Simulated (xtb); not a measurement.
C2H8Ge3: frequency calculation (part 2 of 2)

Continued. System: C2H8Ge3, SMILES C#[C][GeH]([GeH3])[GeH3]. Method: GFN2-xTB (xtb 6.7.1). The geometry was optimised with GFN2-xTB. The settings are looser than a standard set-up, so the numbers are not reference values.

Geometry of the input (Å):
```
C  -1.7380  2.4669  -0.2472
C  -0.8615  1.6432  -0.2868
Ge 0.4741  0.2823  -0.3038
Ge 1.1141  -0.1603  1.9610
Ge -0.3358  -1.5498  -1.6161
H  -2.4962  3.1980  -0.2185
H  1.6340  0.9466  -1.0332
H  2.2538  -1.1306  2.0842
H  1.5549  1.0694  2.6976
H  0.0107  -0.7490  2.7906
H  -0.7737  -1.1407  -2.9909
H  -1.5203  -2.2439  -1.0098
H  0.6838  -2.6322  -1.8270
```

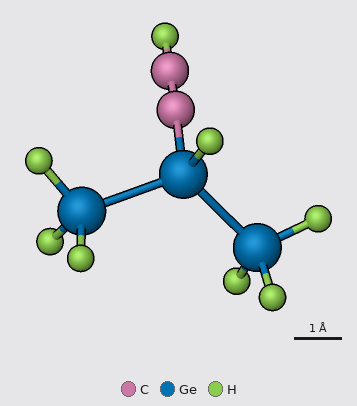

**Figure 1.** The input geometry (ball-and-stick view, seen at a tilt). Sticks mark near contacts.

**The program's output, continued**
```
 ---------------------------------------------------------------------------
     #   Z sym  total        # sym  WBO       # sym  WBO       # sym  WBO
 ---------------------------------------------------------------------------
     1   6 C    3.968 --     2 C    2.881     6 H    0.962
     2   6 C    3.954 --     1 C    2.881     3 Ge   0.927
     3  32 Ge   3.500 --     2 C    0.927     7 H    0.814     5 Ge   0.662
                             4 Ge   0.662
     4  32 Ge   3.402 --     9 H    0.856     8 H    0.856    10 H    0.855
                             3 Ge   0.662
     5  32 Ge   3.402 --    11 H    0.856    13 H    0.856    12 H    0.855
                             3 Ge   0.662
     6   1 H    0.987 --     1 C    0.962
     7   1 H    0.998 --     3 Ge   0.814
     8   1 H    0.994 --     4 Ge   0.856
     9   1 H    0.981 --     4 Ge   0.856
    10   1 H    0.998 --     4 Ge   0.855
    11   1 H    0.981 --     5 Ge   0.856
    12   1 H    0.998 --     5 Ge   0.855
    13   1 H    0.994 --     5 Ge   0.856
Molecule has the following symmetry elements: (sigma)
It seems to be the Cs point group
 ---------------------------------------------------------------------------

Topologies differ in total number of bonds
Writing topology from bond orders to xtbtopo.mol

molecular dipole:
                 x           y           z       tot (Debye)
 q only:       -0.004      -0.028       0.012
   full:       -0.048       0.078      -0.010       0.234
molecular quadrupole (traceless):
                xx          xy          yy          xz          yz          zz
 q only:        0.813      -1.317       0.317      -0.356      -0.092      -1.130
  q+dip:        4.205      -5.272       1.429      -2.575      -1.162      -5.634
   full:        2.499      -2.983       0.559      -1.416      -0.477      -3.058

           -------------------------------------------------
          |               Frequency Printout                |
           -------------------------------------------------
 projected vibrational frequencies (cm⁻¹)
eigval :       -0.00    -0.00    -0.00     0.00     0.00     0.00
eigval :      -31.49   -22.50    53.68    61.34    68.42   205.32
eigval :      219.64   242.30   286.29   352.08   387.08   397.71
eigval :      408.83   498.43   593.97   633.51   665.92   681.58
eigval :      778.46   794.23   857.44   859.46   862.61   865.00
eigval :     1817.71  1918.27  1920.72  2010.36  2020.48  2021.85
eigval :     2030.69  2175.14  3338.41
 reduced masses (amu)
   1: 40.79   2: 61.77   3: 65.00   4: 47.76   5: 62.44   6: 65.86   7:  1.53   8:  1.39
   9: 61.09  10: 29.72  11: 44.48  12: 30.00  13: 49.61  14: 21.18  15: 59.31  16:  3.43
  17:  8.36  18:  8.49  19:  7.40  20: 28.24  21:  3.32  22:  3.01  23:  2.91  24:  2.74
  25:  3.50  26:  3.47  27:  1.55  28:  1.64  29:  1.61  30:  1.62  31:  1.92  32:  1.41
  33:  1.40  34:  2.10  35:  2.10  36:  2.11  37:  2.11  38: 11.04  39:  2.49
 IR intensities (km·mol⁻¹)
   1:  0.00   2:  0.00   3:  0.00   4:  0.00   5:  0.00   6:  0.00   7:  0.01   8:  0.00
   9:  1.20  10:  0.66  11:  1.01  12:  6.86  13:  8.73  14: 21.24  15: 22.73  16: 33.54
  17: 15.15  18: 43.71  19: 21.85  20: 31.15  21:654.41  22: 84.08  23: 84.64  24:176.75
  25:812.79  26:288.75  27:  4.00  28: 65.24  29:192.69  30:229.86  31:417.42  32:163.67
  33:277.05  34:  8.59  35:375.59  36:996.58  37:773.03  38: 11.03  39:  0.00
 Raman intensities (Ä⁴*amu⁻¹)
   1:  0.00   2:  0.00   3:  0.00   4:  0.00   5:  0.00   6:  0.00   7:  0.00   8:  0.00
   9:  0.00  10:  0.00  11:  0.00  12:  0.00  13:  0.00  14:  0.00  15:  0.00  16:  0.00
  17:  0.00  18:  0.00  19:  0.00  20:  0.00  21:  0.00  22:  0.00  23:  0.00  24:  0.00
  25:  0.00  26:  0.00  27:  0.00  28:  0.00  29:  0.00  30:  0.00  31:  0.00  32:  0.00
  33:  0.00  34:  0.00  35:  0.00  36:  0.00  37:  0.00  38:  0.00  39:  0.00
 output can be read by thermo (or use thermo option).
 writing <g98.out> molden fake output.
 recommended (thermochemical) frequency scaling factor: 1.0
           -------------------------------------------------
          |             Thermodynamic Functions             |
           -------------------------------------------------

cs  symmetry found (for desy threshold:  0.10E+00) used in thermo

          ...................................................
          :                      SETUP                      :
          :.................................................:
          :  # frequencies                          31      :
          :  # imaginary freq.                       2      :
          :  linear?                             false      :
          :  only rotor calc.                    false      :
          :  symmetry                               cs      :
          :  rotational number                       1      :
          :  scaling factor                  1.0000000      :
          :  rotor cutoff                   50.0000000 cm⁻¹ :
          :  imag. cutoff                  -20.0000000 cm⁻¹ :
          :.................................................:

    mode    ω/cm⁻¹     T·S(HO)/kcal·mol⁻¹    T·S(FR)/kcal·mol⁻¹   T·S(vib)
   ------------------------------------------------------------------------
       1     53.68    -1.39443 ( 57.06%)    -1.03536 ( 42.94%)    -1.24024
       2     61.34    -1.31592 ( 69.37%)    -0.99587 ( 30.63%)    -1.21790
       3     68.42    -1.25169 ( 77.81%)    -0.96351 ( 22.19%)    -1.18775
       4    205.32    -0.62161 ( 99.65%)    -0.63806 (  0.35%)    -0.62167
       5    219.64    -0.58498 ( 99.73%)    -0.61808 (  0.27%)    -0.58507
       6    242.30    -0.53247 ( 99.82%)    -0.58900 (  0.18%)    -0.53257
       7    286.29    -0.44598 ( 99.91%)    -0.53959 (  0.09%)    -0.44607
   ------------------------------------------------------------------------

   temp. (K)  partition function   enthalpy   heat capacity  entropy
                                   cal/mol     cal/K/mol   cal/K/mol   J/K/mol
 298.15  VIB   834.                 4358.567     26.781     26.927
         ROT  0.111E+07              888.752      2.981     30.646
         INT  0.927E+09             5247.319     29.762     57.574
         TR   0.382E+28             1481.254      4.968     42.430
         TOT                        6728.5733    34.7298   100.0032   418.4134

       T/K    H(0)-H(T)+PV         H(T)/Eh          T*S/Eh         G(T)/Eh
   ------------------------------------------------------------------------
    298.15    0.107227E-01    0.791290E-01    0.475147E-01    0.316143E-01
   ------------------------------------------------------------------------

         :::::::::::::::::::::::::::::::::::::::::::::::::::::
         ::                  THERMODYNAMIC                  ::
         :::::::::::::::::::::::::::::::::::::::::::::::::::::
         :: total free energy         -14.026305881762 Eh   ::
         ::.................................................::
         :: total energy              -14.057920177967 Eh   ::
         :: zero point energy           0.068406381375 Eh   ::
         :: G(RRHO) w/o ZPVE           -0.036792085170 Eh   ::
         :: G(RRHO) contrib.            0.031614296205 Eh   ::
         :::::::::::::::::::::::::::::::::::::::::::::::::::::
imag cut-off (cm-1) :    5.00
 found            2  significant imaginary frequencies
 writing imag mode distorted coords to xtbhess.xyz
 for further optimization.

           -------------------------------------------------
          | TOTAL ENERGY              -14.057920177967 Eh   |
          | TOTAL ENTHALPY            -13.978791132490 Eh   |
          | TOTAL FREE ENERGY         -14.026305881762 Eh   |
          | GRADIENT NORM               0.000143810653 Eh/α |
          | HOMO-LUMO GAP               5.117935700415 eV   |
           -------------------------------------------------

------------------------------------------------------------------------
------------------------------------------------------------------------
 total:
 *  cpu-time:     0 d,  0 h,  0 min,  2.147 sec
 * ratio c/w:     0.570 speedup
 SCF:
 *  cpu-time:     0 d,  0 h,  0 min,  0.029 sec
 * ratio c/w:     0.991 speedup
 analytical hessian:
 *  cpu-time:     0 d,  0 h,  0 min,  2.082 sec
 * ratio c/w:     0.566 speedup
```

**File vibspectrum**
```
$vibrational spectrum
#  mode     symmetry     wave number   IR intensity    selection rules
#                         cm**(-1)      (km*mol⁻¹)        IR
     1                      -0.00         0.00000          -
     2                      -0.00         0.00000          -
     3                      -0.00         0.00000          -
     4                       0.00         0.00000          -
     5                       0.00         0.00000          -
     6                       0.00         0.00000          -
     7        a            -31.49         0.01167         YES
     8        a            -22.50         0.00376         NO
     9        a             53.68         1.20258         YES
    10        a             61.34         0.65584         YES
    11        a             68.42         1.01085         YES
    12        a            205.32         6.86024         YES
    13        a            219.64         8.73125         YES
    14        a            242.30        21.24400         YES
    15        a            286.29        22.73158         YES
    16        a            352.08        33.53835         YES
    17        a            387.08        15.15440         YES
    18        a            397.71        43.70794         YES
    19        a            408.83        21.84511         YES
    20        a            498.43        31.14908         YES
    21        a            593.97       654.40691         YES
    22        a            633.51        84.07659         YES
    23        a            665.92        84.63684         YES
    24        a            681.58       176.74639         YES
    25        a            778.46       812.79031         YES
    26        a            794.23       288.75459         YES
    27        a            857.44         4.00462         YES
    28        a            859.46        65.24153         YES
    29        a            862.61       192.69061         YES
    30        a            865.00       229.85594         YES
    31        a           1817.71       417.41702         YES
    32        a           1918.27       163.67212         YES
    33        a           1920.72       277.04802         YES
    34        a           2010.36         8.58551         YES
    35        a           2020.48       375.59169         YES
    36        a           2021.85       996.58194         YES
    37        a           2030.69       773.03493         YES
    38        a           2175.14        11.02549         YES
    39        a           3338.41         0.00028         NO
$end
```

**Standard error**
```
normal termination of xtb
```

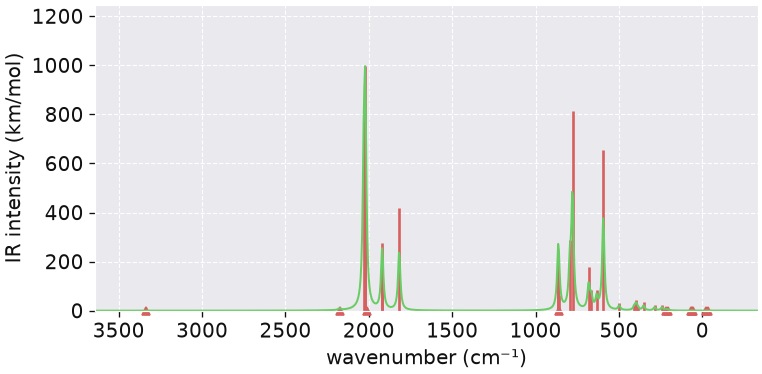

**Figure 2.** Harmonic infrared spectrum, unscaled: sticks (degenerate modes added up, dark ones marked on the axis) with a Lorentzian envelope of 16 cm⁻¹ full width, scaled to the tallest stick; imaginary modes are drawn at negative wavenumbers. 33 modes from 31i to 3338 cm⁻¹, 2 imaginary beyond 8i (31i, 22i cm⁻¹): not a minimum. The strongest line is at 2022 cm⁻¹ (997 km/mol).

**Results in brief**

```tsv
quantity	value
outcome	converged
electrons treated	28
total energy	−14.057920 hartree
dispersion energy	−0.009447 hartree
basis functions	46
HOMO	−10.69 eV
LUMO	−5.57 eV
zero-point energy	0.068406 hartree
dipole moment	0.23 D
wavenumbers, lowest and highest	31i and 3338 cm⁻¹
wall time	3.9 s
peak memory	0.07 GiB
```

**Remarks**

Settings chosen away from the usual ones: method = gfn2-xtb; task = frequencies; x = {"hess_step": 0.05}; geo = {"prev": "A"}. These settings are looser than, or depart from, a standard set-up, so the numbers are not reference values for this system.
